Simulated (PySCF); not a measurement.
CH₄O₂Se, SMILES `C[Se](=O)O`.

Computed with PySCF, ωB97X/def2-SVPD, geometry: GFN2-xTB. No frequency check shows the geometry to be a minimum. GFN2-xTB bond lengths at metals and heavier atoms can be off by up to 0.1 Å and shapes distorted, which carries into these values.

Geometry (Å), atoms numbered from 1:

```
C1       1.7152    0.2504    0.3362
Se2     -0.0851   -0.1420   -0.3490
O3      -0.6534   -1.2175    0.6700
O4      -0.8475    1.3783    0.2694
H5       2.3968   -0.5106   -0.0348
H6       2.0151    1.2332   -0.0096
H7       1.6618    0.2112    1.4215
H8      -1.4634    1.1060    0.9577
```

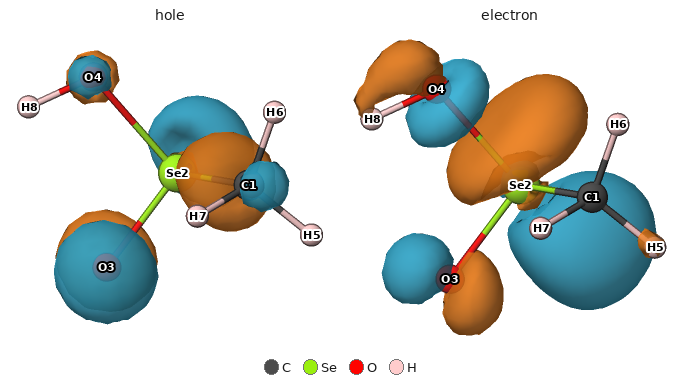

Leading natural transition orbital pair of S₁ (TDA singlet states); the surfaces enclose about 70 % of each orbital's density.

> Give its energy and the atoms that hole and electron lie on.

5.16 eV (240 nm), f = 0.018; the leading pair carries 99 %; hole on O3 (48 %), Se2 (27 %) and C1 (15 %), electron on Se2 (59 %), O4 (16 %) and O3 (13 %); their centroids lie 0.7 Å apart. In canonical orbitals it is mainly HOMO → LUMO (88 %). The HOMO–LUMO gap is 10.94 eV.
